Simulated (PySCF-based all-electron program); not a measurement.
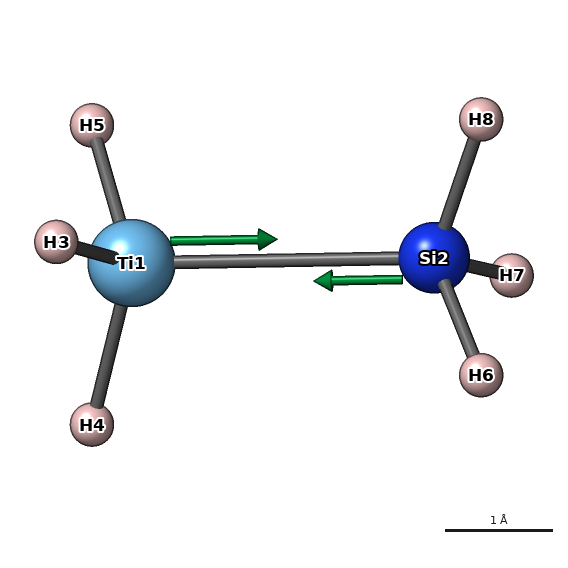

Arrows show the forces on the atoms, 0.9 Å of arrow for 1 eV/Å; forces under a tenth of the largest aren't drawn. The species is neutral and a spin singlet. Level of theory: PBE, all-electron, scalar-relativistic (Koelling-Harmon), large uncontracted Gaussian sets (PySCF-based all-electron program).

On which atom is the force largest, and how large is it?

Answer. On Ti1: 1.14 eV/Å.

Which bond do the forces act along most?

Answer. Ti1–Si2, now 2.875 Å: the forces pull its atoms together, so a first step downhill shortens it.

List the force components in the frame of the picture (x right, y up, z towards the viewer), in eV/Å.

| atom | Fx | Fy | Fz |
| --- | --- | --- | --- |
| Ti1 | 1.13 | 0.02 | 0.15 |
| Si2 | −0.94 | −0.02 | −0.13 |
| H3 | −0.02 | 0.00 | −0.03 |
| H4 | −0.02 | 0.02 | 0.01 |
| H5 | −0.02 | −0.02 | 0.01 |
| H6 | −0.04 | 0.03 | −0.03 |
| H7 | −0.04 | 0.00 | 0.03 |
| H8 | −0.04 | −0.04 | −0.02 |
